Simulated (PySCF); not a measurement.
C13H9NO, SMILES c1ccc(-c2nc3ccccc3o2)cc1 at its GFN2-xTB optimised geometry (Å):

```
24

C     -2.0105     4.0009     0.0000
C     -0.6236     4.0009     0.0000
C      0.0707     2.8076     0.0000
C     -0.6259     1.5985     0.0000
C      0.1111     0.3535     0.0000
N      1.4022     0.2386     0.0000
C      1.6476    -1.1101     0.0000
C      2.8327    -1.8349     0.0000
C      2.7301    -3.2108     0.0000
C      1.4936    -3.8577     0.0000
C      0.3028    -3.1546     0.0000
C      0.4035    -1.7767     0.0000
O     -0.5664    -0.8303     0.0000
C     -2.0202     1.6019     0.0000
C     -2.7053     2.8017     0.0000
H     -2.5505     4.9363     0.0000
H     -0.0850     4.9369     0.0000
H      1.1486     2.7818     0.0000
H      3.7853    -1.3313     0.0000
H      3.6293    -3.8087     0.0000
H      1.4660    -4.9369     0.0000
H     -0.6551    -3.6494     0.0000
H     -2.5540     0.6635     0.0000
H     -3.7853     2.8034     0.0000
```

Calculation: PBE0/def2-SVP (PySCF 2.14.0).

Map of the deformation density (molecule minus spherical neutral atoms) (e/bohr³) on the plane z = 0.6 Å:

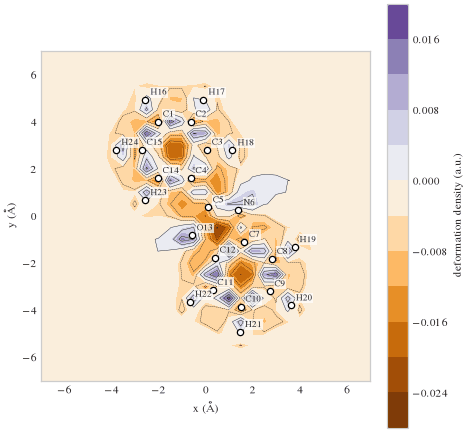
Figure. Deformation density (molecule minus spherical neutral atoms) (e/bohr³) on the plane z = 0.6 Å.
